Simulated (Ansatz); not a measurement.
## Electronic structure of BH₄NSi (SMILES B1N[SiH2]1) in real space

Input file:

```
crystal:
  periodic: [false, false, false]
  atoms:
    - { symbol: B, position_ang: [-0.8416, -0.6303, -0.3294] }
    - { symbol: "N", position_ang: [0.3089, 0.0362, -1.0621] }
    - { symbol: Si, position_ang: [0.6651, 0.1492, 0.6136] }
    - { symbol: H, position_ang: [-1.8967, -1.0506, -0.3594] }
    - { symbol: H, position_ang: [0.0084, 0.9778, -1.3985] }
    - { symbol: H, position_ang: [0.3191, 1.4166, 1.2964] }
    - { symbol: H, position_ang: [1.4982, -0.967, 1.1938] }
basis:
  gaussian: { orbitals: def2-SVP }
hamiltonian:
  xc: b3lyp
relax:
  f_tol: 0.02
  max_steps: 40
scf:
  lower_state_search: "off"
output:
  orbitals: {}
```

Command:

```sh
ansatz run input.yaml --threads 1 --pin off --max-ram 2048MiB --backend cpu --events-out ev --progress --plain --runs-dir out
```

The fields are those of the relaxed geometry.

These are results of Ansatz 0.2.0, RKS B3LYP/def2-SVP, not measurements.

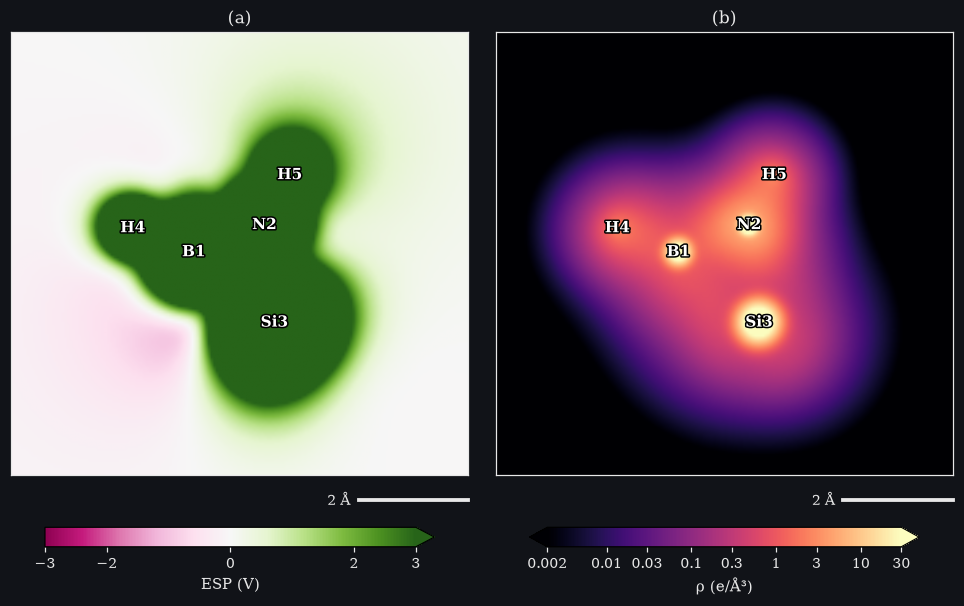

Figure 1. (a) molecular electrostatic potential; (b) electron density on the plane of atoms B1, N2 and Si3.

Question: Read the bonding off the picture.

Answer: The section cuts through B, N, Si and H sites.
B–N (1.38 Å): ρ at the midpoint is about 2 e/Å³.
Si–N (1.79 Å): ρ at the midpoint is about 0.87 e/Å³.
Si–B (1.95 Å): ρ is about 0.69 e/Å³ halfway.
N–H (1.02 Å): ρ is about 2.8 e/Å³ halfway.
B–H (1.20 Å): the density is about 1.2 e/Å³ at the midpoint.
Outside the dense part of the molecule the potential is most negative (−1.0 V) near H4.

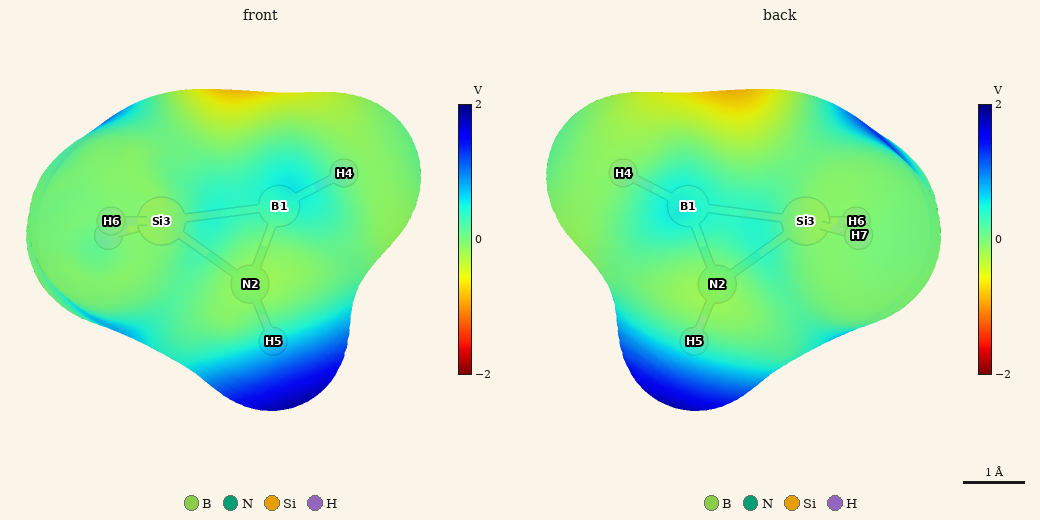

Figure 2. The electrostatic potential painted on the density surface at 0.002 e/bohr³, seen from the front and from behind; the colour scale runs from red (negative) to blue (positive).

Question: Describe the electrostatic potential map.

Answer: The most negative region (about −0.8 V) lies over H4, the most positive (about +1.8 V) over H5.

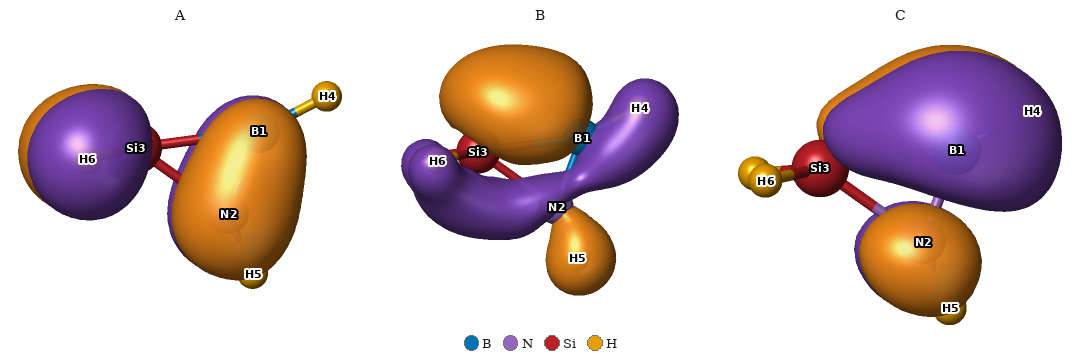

Figure 3. Three frontier orbitals at ±0.1 Å⁻³ᐟ² (orange and purple are the two phases), in no order.

Question: Order the three orbitals by energy and name them.

Answer: A is the HOMO−1 (−8.20 eV). By Hirshfeld shares it lies mainly on N2 (about 40 %), Si3 (about 20 %), H7 (about 15 %), H6 (about 15 %) and B1 (about 15 %). B is the HOMO (−6.79 eV). By Hirshfeld shares it lies mainly on Si3 (about 45 %), B1 (about 30 %) and N2 (about 10 %). C is the LUMO (−0.20 eV). By Hirshfeld shares it lies mainly on B1 (about 55 %), N2 (about 25 %) and H4 (about 5 %).

Question: What is the HOMO–LUMO gap?

Answer: 6.59 eV between the orbital energies.

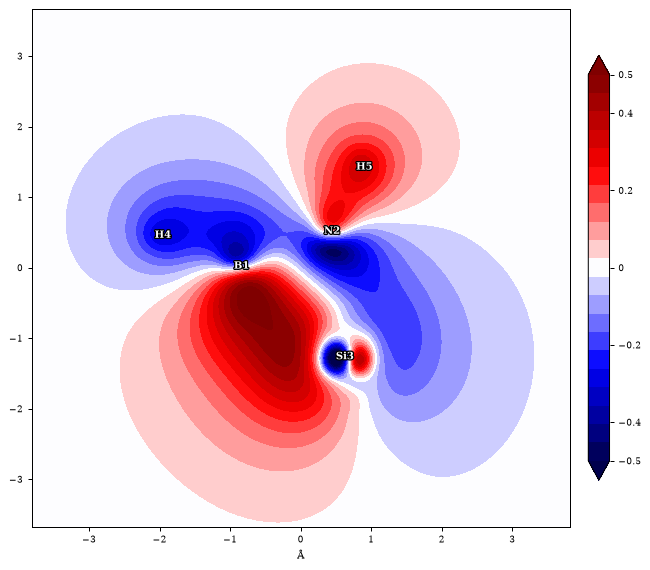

Figure 4. The HOMO on the plane of atoms B1, N2 and Si3 (values in Å⁻³ᐟ²; the overall sign is arbitrary).

Question: Describe this orbital and give its energy.

Answer: By Hirshfeld shares it lies mainly on Si3 (about 45 %), B1 (about 30 %) and N2 (about 10 %). Its energy is −6.79 eV.
